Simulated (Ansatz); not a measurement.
# Strength of the Sn–H bond: SnH2F2 → SnHF2 + H

Species: SnH2F2 `[F][SnH2][F]`, singlet; SnHF2 `[F][SnH][F]`, doublet; H atom, doublet. 

Shapes, held fixed at every level: PBE0-D4/def2-TZVP. Programs: Ansatz 0.2.0. The zero-point and thermal change to 298 K, harmonic and unscaled (PBE0-D4/def2-TZVP), is -16.2 kJ/mol.

```
             level                    kind  ΔH(298 K) (kJ/mol)  less CCSD(T)/def2-TZVPP  CPU time (sum over the molecules)
  SPW92/def2-TZVPP                     LDA              +319.5                     +7.8                              3.8 s
 PBE-D4/def2-TZVPP                     GGA              +280.1                    -31.6                              6.4 s
PBE0-D4/def2-TZVPP           global hybrid              +291.3                    -20.4                              9.2 s
wB97M-V/def2-TZVPP  range-separated hybrid              +304.8                     -6.9                               31 s
      MP2/def2-SVP     perturbation theory              +290.4                    -21.3                                  –
  CCSD(T)/def2-SVP   coupled cluster or CI              +301.3                    -10.4                               13 s
   CCSD/def2-TZVPP   coupled cluster or CI              +311.8                     +0.1                                  –
CCSD(T)/def2-TZVPP   coupled cluster or CI              +311.7                      0.0                               19 s
```

The highest level, CCSD(T)/def2-TZVPP, gives ΔH(298 K) = +311.7 kJ/mol; the levels span +280.1 to +319.5. The column of differences is taken from that level and isn't an error. No measured value is set beside it here. Open shells run unrestricted unless RO is named. For atoms past krypton def2 sets carry core potentials with scalar relativity. Correlated rows may include outer-core shells of Sn, which these sets cover unevenly. Times are processor times on shared x86 and Arm servers, and rough.

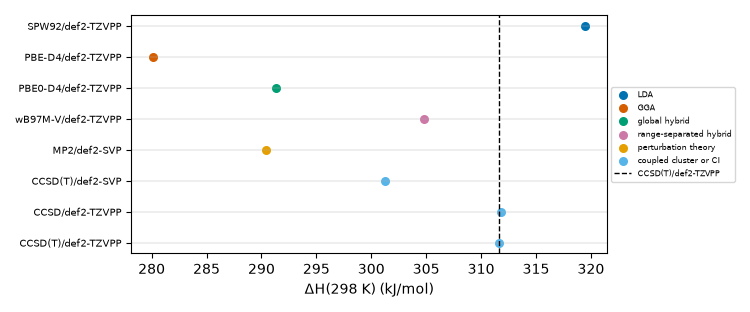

The values of the table, level by level.
